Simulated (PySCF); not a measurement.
**Run report: C4H15NSi3, NMR shielding calculation**

The run: NMR shielding calculation of C4H15NSi3. Method and program: GIAO PBE0/pcSseg-1 NMR shielding, non-relativistic, gas phase (PySCF 2.14.0).

The geometry comes from this level: GFN2-xTB. It belongs to a series of runs on one base structure; here: H on Si replaced by allyl. Figures and captions count atoms from 1; the log counts them from 0 in places.

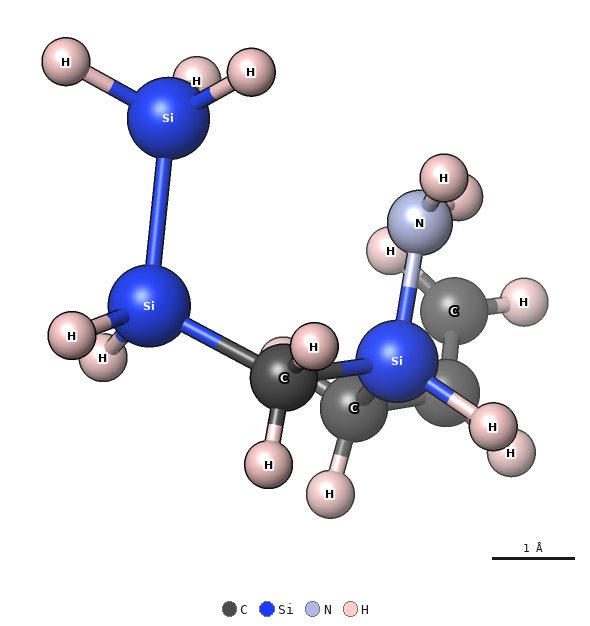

**Figure 1.** The structure as given in the input (ball-and-stick view, seen at a tilt).

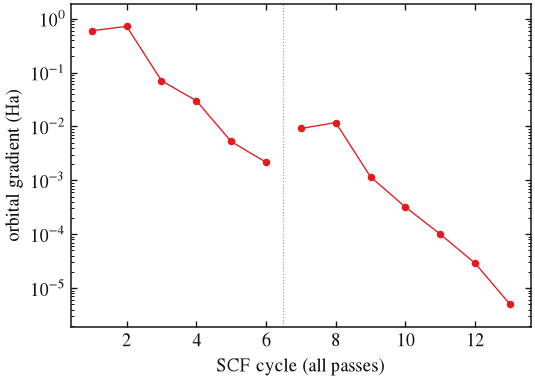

**Figure 2.** Convergence of the self-consistent field: orbital gradient against the SCF cycle. The dotted line marks the change from a coarse to the final integration grid. The first 6 cycles use a coarse grid, the final grid takes over at cycle 7, and the field converges after 13 cycles in all.

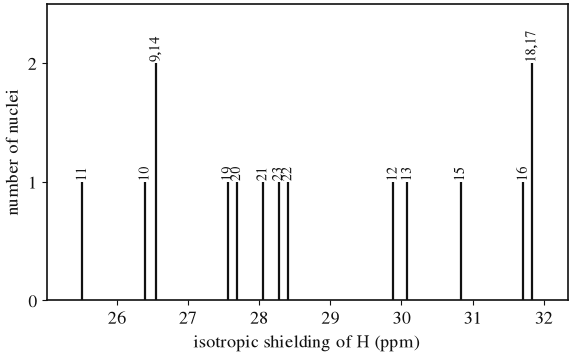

**Figure 3.** Isotropic shieldings of the hydrogen nuclei in this fixed geometry, labelled by atom number; shielding grows to the right, so chemical shift grows to the left. The least shielded is H11 (25.5 ppm), the most shielded H17 (31.9 ppm).

The input that produced these results follows, with the program's output.

### Input
```
{"job": {"kind": "nmr", "xc": "PBE0", "basis": "pcSseg-1"}, "charge": 0, "multiplicity": 1}
C      2.962365    -0.981390    -1.648471
C      2.850781    -0.229021    -0.567291
C      1.720926    -0.284801     0.390979
Si     0.528377     1.170775     0.071439
N     -0.092602     0.871069    -1.509180
C     -0.955822     1.177126     1.252182
Si    -2.007844    -0.410585     1.274292
Si    -2.950078    -0.883993    -0.778091
H      3.787258    -0.883170    -2.333865
H      2.232199    -1.738345    -1.885205
H      3.600653     0.523200    -0.356956
H      1.180973    -1.223798     0.279107
H      2.096066    -0.229229     1.411915
H      1.280658     2.435993     0.229122
H      0.547325     0.540608    -2.213693
H     -0.755631     1.508489    -1.917319
H     -0.604359     1.389754     2.260792
H     -1.597327     2.014609     0.979010
H     -3.037134    -0.216547     2.316157
H     -1.164570    -1.503029     1.791762
H     -2.106791    -1.692154    -1.661199
H     -3.320537     0.314919    -1.542220
H     -4.199637    -1.643498    -0.625880
```

The first line tells a small driver script what to run in PySCF; the rest is the geometry in Å.

Run as:
```bash
OMP_NUM_THREADS=1 python <driver script> task.json out
```

### What the program printed
```
coarse grid: 19584 points
cycle   1  E = -1083.8816945741  dE =  4.250e-01  |g| = 5.962e-01  |ddm| = 4.215e+00
cycle   2  E = -1083.8430468049  dE =  3.865e-02  |g| = 7.207e-01  |ddm| = 1.207e+00
cycle   3  E = -1083.9663506948  dE = -1.233e-01  |g| = 7.061e-02  |ddm| = 7.704e-01
cycle   4  E = -1083.9673399042  dE = -9.892e-04  |g| = 3.001e-02  |ddm| = 1.050e-01
cycle   5  E = -1083.9675509411  dE = -2.110e-04  |g| = 5.253e-03  |ddm| = 2.988e-02
cycle   6  E = -1083.9675570902  dE = -6.149e-06  |g| = 2.160e-03  |ddm| = 7.577e-03
final grid: 172184 points
cycle   7  E = -1084.0100779017  dE = -3.220e-05  |g| = 9.152e-03  |ddm| = 2.753e-02
cycle   8  E = -1084.0100640895  dE =  1.381e-05  |g| = 1.178e-02  |ddm| = 1.907e-02
cycle   9  E = -1084.0100988296  dE = -3.474e-05  |g| = 1.156e-03  |ddm| = 1.095e-02
cycle  10  E = -1084.0100991429  dE = -3.132e-07  |g| = 3.180e-04  |ddm| = 1.124e-03
cycle  11  E = -1084.0100991658  dE = -2.298e-08  |g| = 9.984e-05  |ddm| = 3.138e-04
cycle  12  E = -1084.0100991682  dE = -2.360e-09  |g| = 2.879e-05  |ddm| = 1.158e-04
cycle  13  E = -1084.0100991684  dE = -1.937e-10  |g| = 4.987e-06  |ddm| = 3.267e-05
converged SCF energy = -1084.0100991684

GIAO shielding tensors (ppm)
atom      isotropic    diamagn.    paramagn.     s11        s22        s33       span
  0 C       68.597     254.719    -186.122    -41.553     90.059    157.286    198.839
  1 C       42.796     257.956    -215.160    -77.676     43.127    162.937    240.613
  2 C      160.241     256.106     -95.865    145.885    158.326    176.512     30.628
  3 Si     370.199     882.705    -512.506    342.813    372.073    395.712     52.899
  4 N      248.079     320.608     -72.528    234.613    244.247    265.377     30.764
  5 C      191.991     259.966     -67.975    182.283    193.327    200.363     18.080
  6 Si     430.994     881.334    -450.340    405.977    413.572    473.432     67.455
  7 Si     464.296     880.417    -416.121    452.991    461.377    478.519     25.528
  8 H       26.546      27.571      -1.025     23.529     25.477     30.633      7.104
  9 H       26.398      33.189      -6.792     22.825     25.498     30.869      8.044
 10 H       25.518      29.964      -4.446     23.065     25.195     28.295      5.230
 11 H       29.883      36.408      -6.525     25.941     30.400     33.309      7.368
 12 H       30.085      32.947      -2.862     25.309     29.499     35.447     10.138
 13 H       26.547      30.841      -4.294     23.119     24.000     32.523      9.404
 14 H       30.830      34.406      -3.576     22.388     28.265     41.837     19.449
 15 H       31.710      33.402      -1.693     25.560     27.477     42.092     16.532
 16 H       31.852      32.543      -0.691     26.609     28.659     40.288     13.678
 17 H       31.812      32.548      -0.736     27.753     28.910     38.772     11.019
 18 H       27.561      29.286      -1.725     23.372     25.417     33.893     10.521
 19 H       27.684      30.953      -3.269     24.034     26.720     32.298      8.263
 20 H       28.052      30.290      -2.238     24.101     27.427     32.630      8.529
 21 H       28.403      30.148      -1.746     24.756     27.634     32.818      8.062
 22 H       28.273      28.711      -0.438     24.478     25.317     35.024     10.546
```

### Key numbers

| quantity | value |
| --- | --- |
| outcome | converged |
| total energy | −1084.010099 hartree |
| HOMO | −7.08 eV |
| LUMO | 0.16 eV |
| dipole moment | 1.43 D |
| isotropic shielding, C | 42.8 to 192.0 ppm |
| isotropic shielding, Si | 370.2 to 464.3 ppm |
| isotropic shielding, N | 248.1 ppm |
| isotropic shielding, H | 25.5 to 31.9 ppm |
| hardware | 1 CPU thread, shared host |
| wall time | 2.2 min |
| peak memory | 1.1 GiB |
